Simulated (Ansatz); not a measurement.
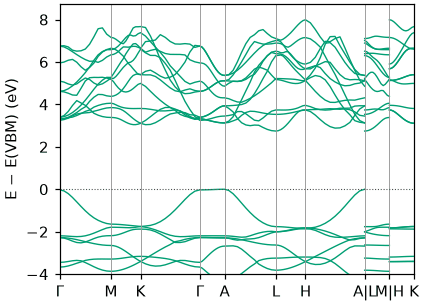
*Band structure from the program Ansatz at the r²SCAN level (PAW)*

Read off the gap and where the band edges lie.

About 2.7 eV (2.74 eV by a search for the band edges); maximum at A, minimum at L.

Which compound is it?
A) Ba2H3I, P-3m1 (Ba on 2d, H on 2d, H on 1b, I on 1a)
B) K2PdC2, P-3m1 (K on 2d, Pd on 1a, C on 2c)
C) MnI2, CdI2 type
D) BaMg2As2, P-3m1 (Ba on 1a, Mg on 2d, As on 2d)

A, Ba2H3I, P-3m1 (Ba on 2d, H on 2d, H on 1b, I on 1a)

The workflow started from a Materials Project entry (that database holds measured and hypothetical structures alike); the Crystallography Open Database copy checked does not list it. Whether it is the stable phase at ambient conditions was not checked. Symmetry was held in the r²SCAN relaxation; its stability against distortions is not shown here. Spin–orbit coupling is left out wherever it is not named.

Potentials: the later of the program's two PAW sets.
